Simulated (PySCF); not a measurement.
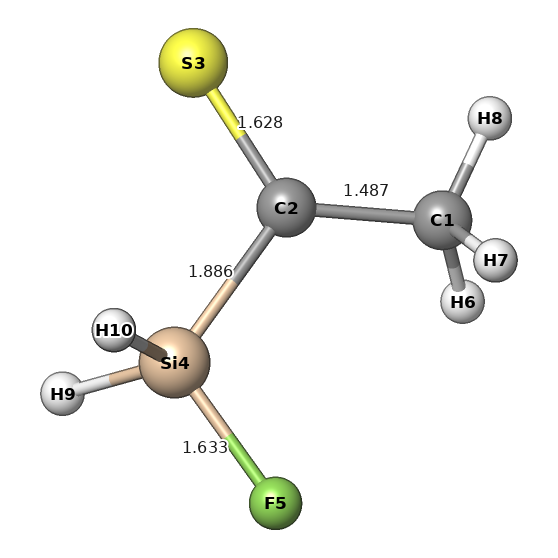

Bond lengths are marked in Å; every bond is drawn as one stick. The computed structure is the end point of a PBE0-D3(BJ)/def2-SVP optimisation. No frequency run is at hand to confirm it as a minimum.

Q: Which of the marked bonds are single, double, triple or aromatic?

A: C1–C2 single; C2–S3 double; C2–Si4 single; Si4–F5 single.

Q: Write the SMILES.

A: CC(=S)[SiH2]F
